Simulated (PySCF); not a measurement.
**Br³⁺: dipole response in aug-cc-pV5Z-PP with ECP10**

How polarisable is Br³⁺ at the levels listed below?

Method: unrestricted determinants in a Gaussian basis, no spin-orbit coupling in the energies. Code: PySCF 2.14.0.

## (1) The system

* Element: bromine (Z = 35)
* Basis: aug-cc-pV5Z-PP with ECP10MDF
* Hamiltonian: scalar relativity through the core potential
* State 1: Br³⁺: [Ar] 3d10 4s2 4p2, high-spin 3P determinant
* Methods: UHF, PBE

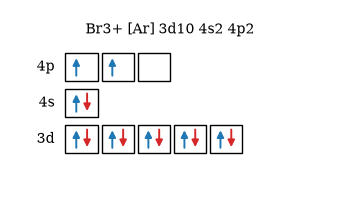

Outer shells as boxes.

The runs were made by one driver on top of PySCF. The scripts below sum up each run's settings (the driver also hands on starting orbitals that pick excited configurations, and frozen orbitals as a list rather than a count), and the logs come from the driver's own runs. The driver starts from symmetry-adapted Hartree-Fock orbitals, holds the occupation by maximum overlap and uses a logarithmic radial grid for functionals, so a plain start would take other cycles.

The integrals over 136 functions and the set-up took 20 s of CPU time.

## (2) Br³⁺

UHF:

The input, input.py:

```python
from pyscf import gto, scf, dft, mp, cc
import basis_set_exchange as bse
txt = bse.get_basis("aug-cc-pV5Z-PP", elements=["Br"], fmt="nwchem", header=False)
cut = txt.index("\nECP")
mol = gto.M(atom="Br 0 0 0", charge=3, spin=2, symmetry="D2h",
            basis=gto.basis.parse(txt[:cut]),
            ecp={"Br": gto.basis.parse_ecp(txt[cut:])})
mf = scf.UHF(mol)
mf.irrep_nelec = {'Ag': (4, 4), 'B1g': (1, 1), 'B2g': (1, 1), 'B3g': (1, 1), 'B1u': (2, 1), 'B2u': (2, 1), 'B3u': (1, 1)}
mf.kernel()
```

Standard output:

```text
damping factor = 0
level_shift factor = 0
DIIS = <class 'pyscf.scf.diis.CDIIS'>
diis_start_cycle = 1
diis_space = 10
diis_damp = 0
SCF conv_tol = 1e-09
SCF conv_tol_grad = None
number electrons alpha = 12  beta = 10
cycle= 1 E= -413.083294023472  delta_E= -0.00413  |g|= 0.0251  |ddm|= 0.104
cycle= 2 E= -413.083687371864  delta_E= -0.000393  |g|= 0.00817  |ddm|= 0.0322
cycle= 3 E= -413.083735350794  delta_E= -4.8e-05  |g|= 0.000404  |ddm|= 0.0164
cycle= 4 E= -413.083735438388  delta_E= -8.76e-08  |g|= 0.000126  |ddm|= 0.000878
cycle= 5 E= -413.083735440396  delta_E= -2.01e-09  |g|= 1.5e-05  |ddm|= 0.000204
cycle= 6 E= -413.083735440464  delta_E= -6.72e-11  |g|= 1.18e-06  |ddm|= 3.67e-05
converged SCF energy = -413.083735440464  <S^2> = 2.0069452  2S+1 = 3.0046266
```

It used 88 s of CPU time after the integrals (shared host).

Orbital energies by shell (radii are means over both spins):

```tsv
shell	electrons	mean orbital energy (eV)	spread (eV)	rms radius (bohr)
3s α	1	-306.98	0	0.589
3s β	1	-306.28	0	0.589
3p α	3	-245.57	0.059	0.609
3p β	3	-244.78	0.936	0.609
3d α	5	-124.43	0.404	0.640
3d β	5	-123.93	0.876	0.640
4s α	1	-63.375	0	1.67
4s β	1	-56.672	0	1.67
4p α	2	-46.640	0	1.89
```

⟨S²⟩ = 2.007, ⟨L²⟩ = 2.02.

The driver then solved the coupled dipole response at imaginary frequencies: mean α = 6.235 bohr³ (xx, yy, zz: 6.500, 6.103, 6.103), C₆ = 23.45 au for a like pair.

Energies and moments cover only the electrons outside the core potential.

PBE:

input.py, as changed from the run before:

```diff
@@ -7,3 +7,3 @@
             ecp={"Br": gto.basis.parse_ecp(txt[cut:])})
-mf = scf.UHF(mol)
+mf = dft.UKS(mol, xc="PBE")
 mf.irrep_nelec = {'Ag': (4, 4), 'B1g': (1, 1), 'B2g': (1, 1), 'B3g': (1, 1), 'B1u': (2, 1), 'B2u': (2, 1), 'B3u': (1, 1)}
```

Standard output:

```text
damping factor = 0
level_shift factor = 0
DIIS = <class 'pyscf.scf.diis.CDIIS'>
diis_start_cycle = 1
diis_space = 10
diis_damp = 0
SCF conv_tol = 1e-09
SCF conv_tol_grad = None
number electrons alpha = 12  beta = 10
XC functionals = PBE
    J. P. Perdew, K. Burke, and M. Ernzerhof.,  Phys. Rev. Lett. 77, 3865 (1996)
    J. P. Perdew, K. Burke, and M. Ernzerhof.,  Phys. Rev. Lett. 78, 1396 (1997)
    J. P. Perdew, K. Burke, and M. Ernzerhof.,  Phys. Rev. Lett. 77, 3865 (1996)
    J. P. Perdew, K. Burke, and M. Ernzerhof.,  Phys. Rev. Lett. 78, 1396 (1997)
cycle= 1 E= -414.311358690257  delta_E= -0.0167  |g|= 0.0452  |ddm|= 1.07
cycle= 2 E= -414.311399644505  delta_E= -4.1e-05  |g|= 0.0413  |ddm|= 0.092
cycle= 3 E= -414.311540328995  delta_E= -0.000141  |g|= 0.00058  |ddm|= 0.0521
cycle= 4 E= -414.311540418596  delta_E= -8.96e-08  |g|= 7.95e-05  |ddm|= 0.00135
cycle= 5 E= -414.311540420142  delta_E= -1.55e-09  |g|= 9.57e-06  |ddm|= 0.000188
cycle= 6 E= -414.311540420155  delta_E= -1.26e-11  |g|= 4.85e-07  |ddm|= 2.31e-05
converged SCF energy = -414.311540420155  <S^2> = 2.0013822  2S+1 = 3.0009213
```

It used 24 s of CPU time after the integrals (shared host).

The driver then solved the coupled dipole response at imaginary frequencies: mean α = 6.022 bohr³ (xx, yy, zz: 6.188, 5.939, 5.939), C₆ = 22.54 au for a like pair.

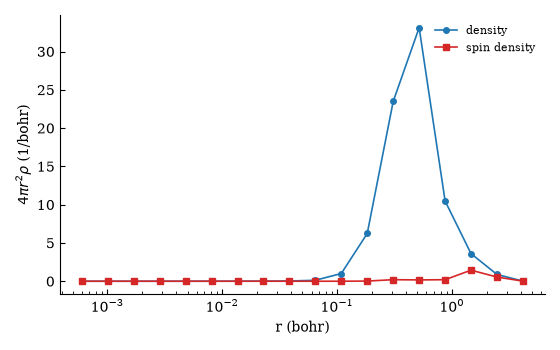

Radial density 4πr²ρ of Br³⁺ at UHF, the electrons outside the core potential, at 18 stored radii joined by straight lines.

## (3) Polarisabilities and C₆

Br³⁺, in atomic units:

```tsv
method	mean α	C₆ (like pair)	S(−4)
UHF	6.235	23.45	11.32
PBE	6.022	22.54	9.875
```

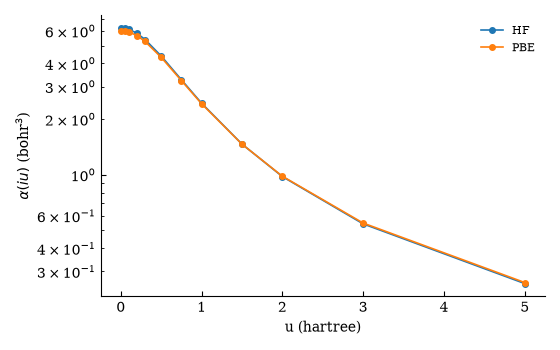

α(iu) of Br³⁺, the polarisability at imaginary frequency, on a logarithmic scale.

## (4) Outcome

```
 quantity                             value
α of Br³⁺  6.022 (PBE) to 6.235 (UHF) bohr³
```

In words: A single London oscillator with the computed α and C₆ of Br³⁺ at UHF would have ω = 4 C₆ / (3 α²) = 0.804 hartree. The basis is finite, and no extrapolation was made.
